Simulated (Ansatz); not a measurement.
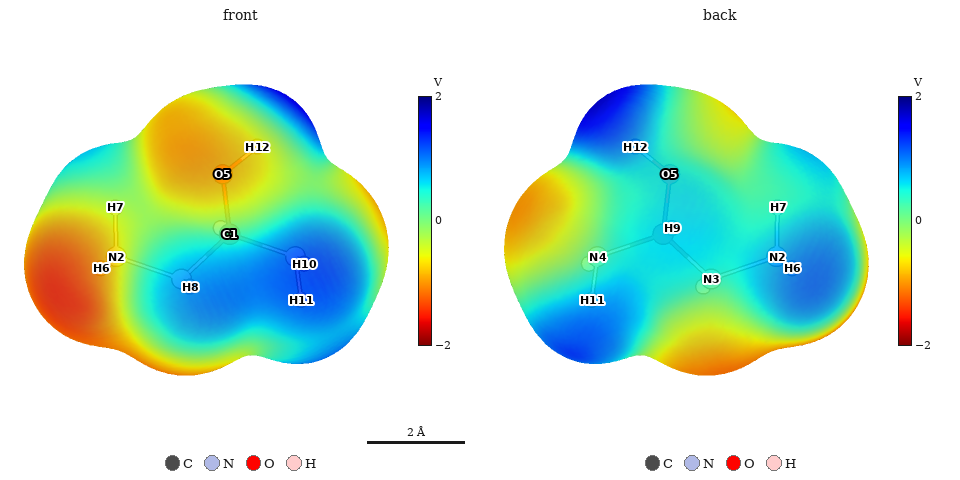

Figure. CH₇N₃O (SMILES NN[C@H](N)O). The molecular electrostatic potential painted on the density surface at 0.001 e/bohr³, seen from the front and from behind; the colour scale runs from red (negative) to blue (positive).

Geometry: B3LYP/6-31G*.

The calculation used Ansatz, isolated molecule in a Gaussian basis; Kohn-Sham density functional theory, functional PBE0.

```xyz
12

C    -0.2023    0.4935   -0.0553
N     1.1373   -0.2073   -1.9510
N     1.0041    0.6821   -0.8338
N    -0.2925    1.3648    1.0970
O    -0.2583   -0.8556    0.3941
H     0.6352    0.2134   -2.7304
H     0.6866   -1.0988   -1.7332
H     1.8098    0.5119   -0.2313
H    -1.0519    0.7131   -0.7208
H     0.5041    1.1899    1.7106
H    -0.2392    2.3372    0.7972
H    -1.0460   -0.9302    0.9577
```

Q: Which sites attract a positive test charge, and which a negative one?

A: A positive charge is drawn to the negative regions and a negative charge to the positive ones. The most negative region (about −1.5 V) lies over N2, the most positive (about +1.6 V) over H12. N2 is the likeliest acceptor of a hydrogen bond.

Q: How polar is the molecule by this calculation?

A: Its dipole moment is 1.50 D.
